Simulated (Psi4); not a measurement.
# AlNH2Cl (SMILES [NH2][Al][Cl]): UPBE0/aug-cc-pVDZ

Aim: the vertical electron affinity of AlNH2Cl at UPBE0/aug-cc-pVDZ, from 2 runs. 

The calculation is run with Psi4 1.11.

2 further runs of the same task are left out: 2 set aside as unsound or not needed.

**1. The structure to begin with**

The species is AlNH2Cl (5 atoms), meant as a doublet with charge 0. As SMILES, `[NH2][Al][Cl]`. The shape is that of a PBE0-D4/def2-TZVP optimisation. This is one conformer, not always the lowest.

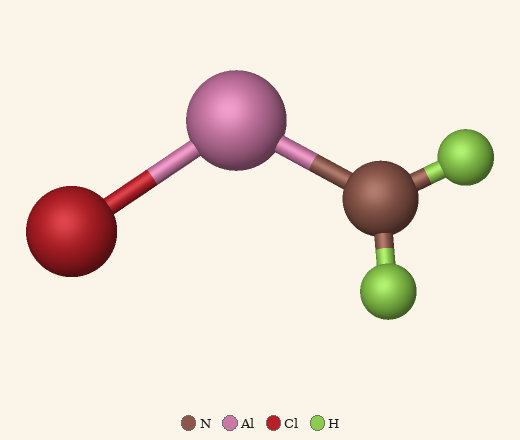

Viewed from a chosen angle; nitrogen brown, aluminium pink, chlorine red, hydrogen green.

**2. Energy and gradient at UPBE0/aug-cc-pVDZ**

alclh2n.xyz reads:

```xyz
5
AlClH2N
N     -0.549400     0.461700    -0.232000
Al     0.402600    -0.291600     1.049100
Cl     1.907000    -1.649700     0.440800
H     -1.293600     1.123300    -0.083500
H     -0.416600     0.282700    -1.215900
```

calc.py reads:

```python
import psi4

psi4.set_memory(2200000000)
psi4.set_num_threads(1)
psi4.set_output_file('run.log', False)

with open('alclh2n.xyz') as f:
    atoms = ''.join(f.readlines()[2:])
geom = psi4.geometry('0 2\n' + atoms + 'symmetry c1')

options = {'basis': 'aug-cc-pVDZ', 'reference': 'uks', 'puream': True, 'e_convergence': 1e-09, 'd_convergence': 1e-08, 'scf_type': 'pk', 'dft_radial_points': 99, 'dft_spherical_points': 590, 'maxiter': 100}
psi4.set_options(options)

energy_value, wavefunction = psi4.gradient('pbe0', return_wfn=True)
psi4.oeprop(wavefunction, 'DIPOLE', 'MAYER_INDICES', 'QUADRUPOLE', title='PBE0')
print('gradient / Eh bohr^-1')
print(energy_value.np.round(6))
print(f'energy = {wavefunction.energy():.10f} Eh')
```

Launch:

```bash
$ python calc.py
```

run.log:

```text
[...]
  Running in c1 symmetry.
[...]
  Nuclear repulsion =  119.524169334353630
[...]
  Multiplicity = 2
[...]
  Nalpha       = 20
  Nbeta        = 19
[...]
    Number of basis functions: 95
[...]
   @UKS iter   1:  -757.96118874303738   -1.75807e-01   9.48316e-03 DIIS/ADIIS
[...]
   @UKS iter  14:  -758.33570171501685   -2.84217e-12   5.03655e-09 DIIS
[...]
   @S^2 Observed:                7.521304702E-01
[...]
    Orbital Energies [Eh]
    ---------------------
    Alpha Occupied:
       1A   -101.699631     2A    -56.211486     3A    -14.383335
       4A     -9.516790     5A     -7.248353     6A     -7.243612
       7A     -7.243354     8A     -4.223163     9A     -2.753675
      10A     -2.753183    11A     -2.750112    12A     -0.868083
      13A     -0.828049    14A     -0.506442    15A     -0.469823
      16A     -0.398057    17A     -0.343046    18A     -0.339703
      19A     -0.288104    20A     -0.228781
    Alpha Virtual:
      21A     -0.040797    22A     -0.008952    23A      0.003369
      24A      0.014448    25A      0.025831    26A      0.040459
[...]
  @UKS Final Energy:  -758.33570171501685
   => Energetics <=
    Nuclear Repulsion Energy =            119.5241693343536298
    One-Electron Energy =               -1286.3611825120437970
    Two-Electron Energy =                 449.5245949870215441
    DFT Exchange-Correlation Energy =     -41.0232835243483720
    Empirical Dispersion Energy =           0.0000000000000000
    VV10 Nonlocal Energy =                  0.0000000000000000
    Total Energy =                       -758.3357017150168531
[...]
  -Total Gradient:
     Atom            X                  Y                   Z
    ------   -----------------  -----------------  -----------------
       1        0.004753027687    -0.003766896033     0.006259740756
       2        0.000326869777    -0.001094358521    -0.012722970295
       3       -0.007454600127     0.006730401572     0.003068011170
       4        0.002745873181    -0.002433838764    -0.000351977113
       5       -0.000374663339     0.000566563345     0.003728470824
[...]
 Multipole Moments:
 ------------------------------------------------------------------------------------
     Multipole            Electronic (a.u.)      Nuclear  (a.u.)        Total (a.u.)
 ------------------------------------------------------------------------------------
 L = 1.  Multiply by 2.5417464519 to convert [e a0] to [Debye]
 Dipole X            :          3.0597325           -3.7462745           -0.6865420
 Dipole Y            :         -2.5187500            3.1189524            0.6002024
 Dipole Z            :          2.5813366           -2.6086102           -0.0272736
 Magnitude           :                                                    0.9123194
 L = 2.  Multiply by 1.3450342976 to convert [e a0^2] to [Debye ang]
 Quadrupole XX       :       -171.4924653          148.4679824          -23.0244829
 Quadrupole XY       :        128.1387528         -128.7530531           -0.6143003
[...]
```

Standard output:

```text
gradient / Eh bohr^-1
[[ 0.004753 -0.003767  0.00626 ]
 [ 0.000327 -0.001094 -0.012723]
 [-0.007455  0.00673   0.003068]
 [ 0.002746 -0.002434 -0.000352]
 [-0.000375  0.000567  0.003728]]
energy = -758.3357017150 Eh
```

It took 32 s on 1 thread of Intel Xeon 6975P-C (Granite Rapids), shared host; peak memory 1.2 GiB.

**3. The singlet anion, same level**

alclh2n.json reads:

```json
{
 "schema_name": "qcschema_input",
 "schema_version": 1,
 "molecule": {
  "schema_name": "qcschema_molecule",
  "schema_version": 2,
  "symbols": ["N", "Al", "Cl", "H", "H"],
  "geometry": [-1.03821553, 0.87248655, -0.43841646, 0.76080374, -0.55104414, 1.98251168, 3.60370772, -3.11748119, 0.83299128, -2.44454971, 2.12272936, -0.15779213, -0.7872599, 0.53422558, -2.29771799],
  "molecular_charge": -1,
  "molecular_multiplicity": 1,
  "fix_symmetry": "c1"
 },
 "driver": "gradient",
 "model": {
  "method": "pbe0",
  "basis": "aug-cc-pVDZ"
 },
 "keywords": {
  "reference": "rks",
  "puream": true,
  "e_convergence": 1e-09,
  "d_convergence": 1e-08,
  "scf_type": "pk",
  "dft_radial_points": 99,
  "dft_spherical_points": 590
 }
}
```

Launch:

```bash
$ psi4 --qcschema alclh2n.json -n 1 --memory 2200MB
```

stdout:

```text
[...]
  Running in c1 symmetry.
[...]
  Nuclear repulsion =  119.524169408045751
[...]
  Multiplicity = 1
[...]
  Nalpha       = 20
  Nbeta        = 20
[...]
    Number of basis functions: 95
[...]
   @RKS iter   1:  -757.90900929666509   -1.23627e-01   1.01636e-02 DIIS/ADIIS
[...]
   @RKS iter  13:  -758.37880212309938   -3.97904e-12   2.24880e-09 DIIS
[...]
    Orbital Energies [Eh]
    ---------------------
    Doubly Occupied:
       1A   -101.516054     2A    -55.976331     3A    -14.196820
       4A     -9.334515     5A     -7.064450     6A     -7.061925
       7A     -7.061383     8A     -3.988711     9A     -2.518941
      10A     -2.518513    11A     -2.515621    12A     -0.686999
      13A     -0.647368    14A     -0.328132    15A     -0.275537
      16A     -0.212116    17A     -0.167606    18A     -0.163288
      19A     -0.107384    20A      0.011118
[...]
  @RKS Final Energy:  -758.37880212309938
   => Energetics <=
    Nuclear Repulsion Energy =            119.5241694080457506
    One-Electron Energy =               -1293.9866348446901156
    Two-Electron Energy =                 457.2439944615560421
    DFT Exchange-Correlation Energy =     -41.1603311480109966
    Empirical Dispersion Energy =           0.0000000000000000
    VV10 Nonlocal Energy =                  0.0000000000000000
    Total Energy =                       -758.3788021230993763
[...]
 Multipole Moments:
 ------------------------------------------------------------------------------------
     Multipole            Electronic (a.u.)      Nuclear  (a.u.)        Total (a.u.)
 ------------------------------------------------------------------------------------
 L = 1.  Multiply by 2.5417464519 to convert [e a0] to [Debye]
 Dipole X            :          4.1213526           -3.7462745            0.3750781
 Dipole Y            :         -3.5510061            3.1189524           -0.4320538
 Dipole Z            :          0.9905563           -2.6086102           -1.6180539
 Magnitude           :                                                    1.7162321
[...]
  -Total Gradient:
     Atom            X                  Y                   Z
    ------   -----------------  -----------------  -----------------
       1        0.007630575423    -0.004754276373     0.030452967804
       2        0.014662451950    -0.016775708421    -0.061564488428
       3       -0.026860467102     0.024969245028     0.022220724479
       4        0.002774149594    -0.002594567249    -0.002521033608
       5        0.001790551934    -0.000843500716     0.011392831905
[...]
```

The result, in JSON:

```text
{
 "driver": "gradient",
 "model": {
  "method": "pbe0",
  "basis": "aug-cc-pVDZ"
 },
 "success": true,
 "return_result": [0.00763057542324494, -0.004754276372745031, 0.03045296780367468, 0.014662451949843919, -0.016775708421289816, -0.06156448842782973, -0.02686046710225, 0.02496924502782942, 0.022220724478855893, 0.002774149594388181, -0.0025945672494865346, -0.0025210336077352534, 0.0017905519343110812, -0.0008435007158512225, 0.01139283190457352],
 "properties": {
  "calcinfo_nbasis": 95,
  "calcinfo_nmo": 95,
  "calcinfo_nalpha": 20,
  "calcinfo_nbeta": 20,
  "calcinfo_natom": 5,
  "nuclear_repulsion_energy": 119.52416940804575,
  "return_energy": -758.3788021230994,
  "return_gradient": [0.00763057542324494, -0.004754276372745031, 0.03045296780367468, 0.014662451949843919, -0.016775708421289816, -0.06156448842782973, -0.02686046710225, 0.02496924502782942, 0.022220724478855893, 0.002774149594388181, -0.0025945672494865346, -0.0025210336077352534, 0.0017905519343110812, -0.0008435007158512225, 0.01139283190457352],
  "scf_one_electron_energy": -1293.9866348446901,
  "scf_two_electron_energy": 457.24399446155604,
  "scf_xc_energy": -41.160331148011,
  "scf_dipole_moment": [0.3750781458810981, -0.4320537520936836, -1.618053898935422],
  "scf_total_energy": -758.3788021230994,
  "scf_total_gradient": [0.00763057542324494, -0.004754276372745031, 0.03045296780367468, 0.014662451949843919, -0.016775708421289816, -0.06156448842782973, -0.02686046710225, 0.02496924502782942, 0.022220724478855893, 0.002774149594388181, -0.0025945672494865346, -0.0025210336077352534, 0.0017905519343110812, -0.0008435007158512225, 0.01139283190457352],
  "scf_iterations": 13
 }
}
```

Run time: 28 s. Hardware: 1 thread of Intel Xeon 6975P-C (Granite Rapids), shared host; peak memory 1.2 GiB.

**4. What came out**

At UPBE0/aug-cc-pVDZ:

| quantity | value |
| --- | --- |
| doublet AlNH2Cl: total energy | -758.33570 Eh |
| doublet AlNH2Cl: dipole moment | 2.32 D |
| doublet AlNH2Cl: HOMO energy (highest over α and β) | -6.23 eV |
| doublet AlNH2Cl: LUMO energy (lowest over α and β) | -2.72 eV |
| doublet AlNH2Cl: ⟨S²⟩ | 0.752 |
| doublet AlNH2Cl: largest force on an atom | 0.657 eV/Å |
| singlet anion: total energy | -758.37880 Eh |
| singlet anion: HOMO energy | 0.30 eV |
| singlet anion: LUMO energy | 2.79 eV |
| singlet anion: HOMO–LUMO gap (to an unbound level, set by the basis) | 2.49 eV |
| singlet anion: largest force on an atom | 3.367 eV/Å |
| vertical electron affinity (to the singlet anion) | 1.173 eV |

In words: At fixed nuclei the extra electron is bound by 1.17 eV (27 kcal/mol). The largest force (doublet AlNH2Cl) is 0.66 eV/Å: the shape isn't a stationary point for this species at this level. The HOMO (singlet anion) lies at positive energy, 0.30 eV; only total energies tell whether the electron is bound.
